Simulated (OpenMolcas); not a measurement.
Run report: Ir⁴⁺ complex, multiconfigurational calculation (part 2 of 2)

Continued. System: Ir⁴⁺ with 6 ligands (F; octahedron, 1.889 Å), embedded in Cs2GeF6 by model potentials and point charges, whose field is part of the energies. Method: state-averaged CASSCF, active space 5 electrons in the shell 5d, basis ANO-RCC-VTZP on the metal and ANO-RCC-VDZP on the ligands, DKH2 scalar Hamiltonian, spin-orbit coupling by RASSI with atomic mean-field integrals (OpenMolcas).

### Log (extracts), continued
```
--- RASSI ---
SPIN-FREE ENERGIES:
  (Shifted by EMIN (a.u.) =     -18408.6177877717)

 SF State       Relative EMIN(au)   Rel lowest level(eV)    D:o, cm**(-1)

    26             0.0000000000        0.0000000000              0.0000
    27             0.0000000009        0.0000000241              0.0002
    28             0.0000000017        0.0000000449              0.0004
     4             0.1072517097        2.9184676994          23539.0295
     2             0.1072517097        2.9184676994          23539.0295
     3             0.1072517097        2.9184676994          23539.0295
     5             0.1340657038        3.6481136497          29424.0209
     6             0.1340657038        3.6481136497          29424.0209
     7             0.1340657044        3.6481136639          29424.0210
    29             0.1517517201        4.1293746695          33305.6528
    30             0.1517517201        4.1293746695          33305.6528
    31             0.1517517206        4.1293746825          33305.6529
    32             0.1532271263        4.1695225166          33629.4671
    33             0.1633001347        4.4436230399          35840.2369
    34             0.1633001347        4.4436230399          35840.2369
    35             0.1633001347        4.4436230399          35840.2369
     1             0.1672835049        4.5520160641          36714.4856
    36             0.1711537807        4.6573316353          37563.9129
    37             0.1711537807        4.6573316353          37563.9129
    38             0.1962535482        5.3403311012          43072.6751
    39             0.1962535490        5.3403311248          43072.6753
    40             0.1962535499        5.3403311486          43072.6755
    41             0.2011940567        5.4747691885          44156.9914
    42             0.2011940579        5.4747692196          44156.9917
    43             0.2011940590        5.4747692502          44156.9919
    44             0.2176403811        5.9222964737          47766.5424
    45             0.2484513755        6.7607063428          54528.7741
    46             0.2484513781        6.7607064138          54528.7746
     8             0.2613750379        7.1123771100          57365.1901
     9             0.2664023680        7.2491777324          58468.5615
    10             0.2664023680        7.2491777324          58468.5615
    13             0.2771362996        7.5412628925          60824.3872
    11             0.2771362996        7.5412628925          60824.3872
    12             0.2771362996        7.5412628925          60824.3872
    14             0.2879599777        7.8357901771          63199.9100
    15             0.2879599777        7.8357901771          63199.9100
    47             0.3062198436        8.3326664417          67207.4873
    48             0.3162349509        8.6051913947          69405.5493
    49             0.3162349509        8.6051913947          69405.5493
    50             0.3162349509        8.6051913947          69405.5493
Eigenvalues of complex Hamiltonian:
   -----------------------------------
  (Shifted by EMIN (a.u.) =     -18408.6177877717)

 SO State       Relative EMIN(au)   Rel lowest level(eV)    D:o, cm**(-1)

     1            -0.0339834538        0.0000000000              0.0000
     2            -0.0339834538        0.0000000000              0.0000
     3             0.0001582249        0.9290424066           7493.2324
     4             0.0001582249        0.9290424066           7493.2324
     5             0.0001582258        0.9290424306           7493.2325
     6             0.0001582258        0.9290424306           7493.2325
     7             0.0840987122        3.2131794274          25916.0399
     8             0.0840987122        3.2131794274          25916.0399
     9             0.0840987123        3.2131794306          25916.0399
    10             0.0840987123        3.2131794306          25916.0399
    11             0.0943098499        3.4910386382          28157.1255
    12             0.0943098499        3.4910386382          28157.1255
    13             0.1015936411        3.6892406947          29755.7329
    14             0.1015936411        3.6892406947          29755.7329
    15             0.1015936410        3.6892406928          29755.7329
    16             0.1015936410        3.6892406928          29755.7329
    17             0.1072666083        3.8436099966          31000.8053
    18             0.1072666083        3.8436099966          31000.8053
    19             0.1251863244        4.3312303134          34933.7284
    20             0.1251863244        4.3312303134          34933.7284
    21             0.1263150990        4.3619458341          35181.4658
    22             0.1263150990        4.3619458336          35181.4658
    23             0.1263150990        4.3619458336          35181.4658
    24             0.1263150990        4.3619458341          35181.4658
    25             0.1276630369        4.3986250940          35477.3040
    26             0.1276630369        4.3986250940          35477.3040
    27             0.1283375820        4.4169804004          35625.3495
    28             0.1283375820        4.4169804004          35625.3495
    29             0.1283375822        4.4169804062          35625.3495
    30             0.1283375822        4.4169804062          35625.3495
    31             0.1374614105        4.6652524203          37627.7984
    32             0.1374614105        4.6652524203          37627.7984
    33             0.1374614108        4.6652524294          37627.7984
    34             0.1374614108        4.6652524294          37627.7984
    35             0.1470761694        4.9268833398          39737.9941
    36             0.1470761694        4.9268833398          39737.9941
    37             0.1532172059        5.0939894556          41085.7958
    38             0.1532172059        5.0939894556          41085.7958
    39             0.1619146415        5.3306587338          42994.6622
    40             0.1619146415        5.3306587338          42994.6622
    41             0.1651343750        5.4182721478          43701.3121
Weights of the five most important spin-orbit-free states for each spin-orbit state.

 SO State  Total energy (au)           Spin-free states, spin, and weights
 -------------------------------------------------------------------------------------------------------
    1        -0.033983      26 0.5  0.3029   27 0.5  0.3029   28 0.5  0.3029    4 1.5  0.0199    2 1.5  0.0199
    2        -0.033983      26 0.5  0.3029   27 0.5  0.3029   28 0.5  0.3029    4 1.5  0.0199    2 1.5  0.0199
    3         0.000158      26 0.5  0.5864   27 0.5  0.2935   28 0.5  0.0504    4 1.5  0.0136    2 1.5  0.0132
    4         0.000158      26 0.5  0.5864   27 0.5  0.2935   28 0.5  0.0504    4 1.5  0.0136    2 1.5  0.0132
    5         0.000158      28 0.5  0.5698   27 0.5  0.3267   26 0.5  0.0338    3 1.5  0.0136    2 1.5  0.0132
    6         0.000158      28 0.5  0.5698   27 0.5  0.3267   26 0.5  0.0338    3 1.5  0.0136    2 1.5  0.0132
    7         0.084099       3 1.5  0.3592    4 1.5  0.2925    1 2.5  0.0837    5 1.5  0.0700    2 1.5  0.0601
    8         0.084099       3 1.5  0.3591    4 1.5  0.2925    1 2.5  0.0837    5 1.5  0.0700    2 1.5  0.0603
    9         0.084099       2 1.5  0.4143    4 1.5  0.1820    3 1.5  0.1155    1 2.5  0.0837    6 1.5  0.0617
   10         0.084099       2 1.5  0.4145    4 1.5  0.1821    3 1.5  0.1153    1 2.5  0.0837    6 1.5  0.0617
   11         0.094310       4 1.5  0.2579    3 1.5  0.2579    2 1.5  0.2579    1 2.5  0.1180   28 0.5  0.0183
   12         0.094310       4 1.5  0.2579    3 1.5  0.2579    2 1.5  0.2579    1 2.5  0.1180   28 0.5  0.0183
```

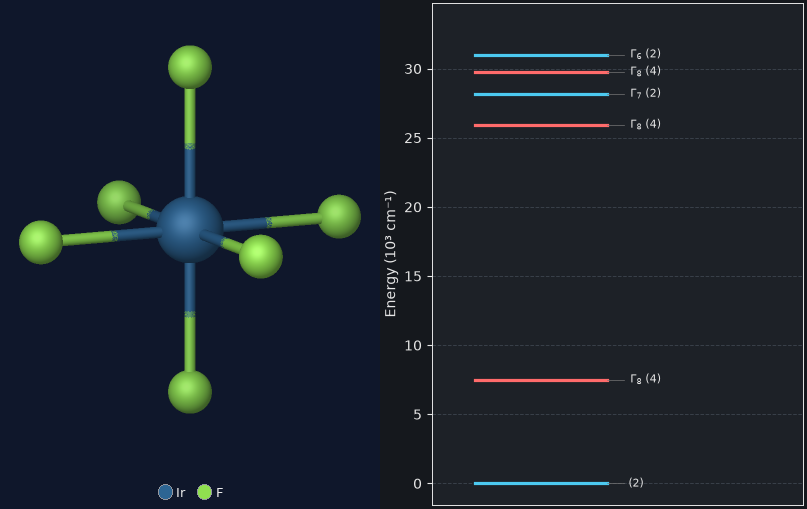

Figure 1. Ir⁴⁺ (5d⁵) as a dopant in Cs₂GeF₆, a cluster with its 6 nearest F⁻ at 1.889 Å (octahedron) embedded in model potentials and point charges; the geometry was set, not optimised, and its levels. Labels give the representation in O, Td, D4 or D3 as the site allows (double group for half-integer spin) where it could be assigned and, in brackets, the degeneracy; spin-free states, where drawn, share the zero of the spin-orbit levels. The ground level is a Kramers doublet, 93 % from states of spin multiplicity 2. Its principal g values are 1.97, 1.97 and 1.97, isotropic. The next level lies at 7,490 cm⁻¹ (Γ₈). The active orbitals hold 71 to 85 % metal character (Löwdin), and the Mulliken charge of the metal is +1.94.

### The input
```
&GATEWAY
Basis set
Ir.ANO-RCC-VTZP.
Ir1 0.0 0.0 0.0 Angstrom
End of basis
Basis set
F.ANO-RCC-VDZP.
L1 1.889000 0.000000 0.000000 Angstrom
L2 0.000000 1.889000 0.000000 Angstrom
L3 0.000000 0.000000 1.889000 Angstrom
End of basis
Basis set
Cs.EMB-AIMP.Seijo.0s.0s.ECP.Cs2GeF6.
PseudoCharge
* 16 symmetry-unique lattice sites within 7.6 angstrom
End of basis
Basis set
F.EMB-AIMP.Seijo.0s.0s.ECP.Cs2GeF6.
PseudoCharge
* 27 symmetry-unique lattice sites within 7.6 angstrom
End of basis
Basis set
Ge.EMB-AIMP.Seijo.0s.0s.ECP.Cs2GeF6.
PseudoCharge
* 6 symmetry-unique lattice sites within 7.6 angstrom
End of basis
Symmetry
XYZ
AngMom=0.0 0.0 0.0
AMFI
RICD
XField
1358 Angstrom 0
* Evjen-weighted lattice charges
&SEWARD
&RASSCF
FileOrb=start.orb
Symmetry=1
Spin=6
nActEl=5 0 0
Inactive=30 34
Ras2=5 0
CIRoot=1 1 1
SDav=1
CIMx=300
Iter=150 100
PrWF=0.3
OrbListing=Nothing
MaxOrb=0
LevShft=1.0
>>> COPY $Project.JobIph JOB001
&RASSCF
FileOrb=start.orb
Symmetry=1
Spin=4
nActEl=5 0 0
Inactive=30 34
Ras2=5 0
CIRoot=24 24 1
SDav=24
CIMx=300
Iter=150 100
PrWF=0.3
OrbListing=Nothing
MaxOrb=0
LevShft=1.0
>>> COPY $Project.JobIph JOB002
&RASSCF
FileOrb=start.orb
Symmetry=1
Spin=2
nActEl=5 0 0
Inactive=30 34
Ras2=5 0
CIRoot=75 75 1
SDav=75
CIMx=300
Iter=150 100
PrWF=0.3
OrbListing=Nothing
MaxOrb=0
LevShft=1.0
>>> COPY $Project.JobIph JOB003
&RASSI
NrOfJobIphs=3 1 24 75
1
1 2 3 4 5 6 7 8 9 10 11 12 13 14 15 16 17 18 19 20 21 22 23 24
1 2 3 4 5 6 7 8 9 10 11 12 13 14 15 16 17 18 19 20 21 22 23 24 25 26 27
28 29 30 31 32 33 34 35 36 37 38 39 40 41 42 43 44 45 46 47 48 49 50 51
52 53 54 55 56 57 58 59 60 61 62 63 64 65 66 67 68 69 70 71 72 73 74 75
IphNames
JOB001
JOB002
JOB003
EJob
SpinOrbit
DIPRint=1.0
SOCoupling=1000.0
Subsets=2
Property=9
'ANGMOM' 1 'ANGMOM' 2 'ANGMOM' 3 'MLTPL  1' 1 'MLTPL  1' 2 'MLTPL  1' 3
'AMFI' 1 'AMFI' 2 'AMFI' 3
SOProperty=3
'ANGMOM' 1 'ANGMOM' 2 'ANGMOM' 3
```

The file start.orb holds starting orbitals from an earlier step. A driver script formed the levels outside the program, from RASSI's spin-orbit matrix and the active-space energies, averaged over the components of each term or state.

Run as:
```bash
OMP_NUM_THREADS=1 MOLCAS_MEM=2457 MOLCAS_PROJECT=a pymolcas a.inp > a.log  # once for each step of the input, in one work folder
```

### Key numbers

- outcome: converged
- energy of the lowest spin-free term: −18408.61779 hartree
- energy of the lowest spin-orbit level: −18408.65177 hartree
- largest spread among components of a term: 0.0 cm⁻¹
- hardware: 1 thread of Intel Xeon @ 2.50GHz (Skylake/Cascade Lake), 64 GiB of memory available, shared host
- wall time: 86 s

### Notes

Without dynamic correlation the splittings between terms come out too large, often by 20 to 50 %. To bear in mind: small active space favours high spin, ground spin may be wrong; covalent bonds, ligand orbitals missing from the active space; the geometry is set by hand, with no relaxation.
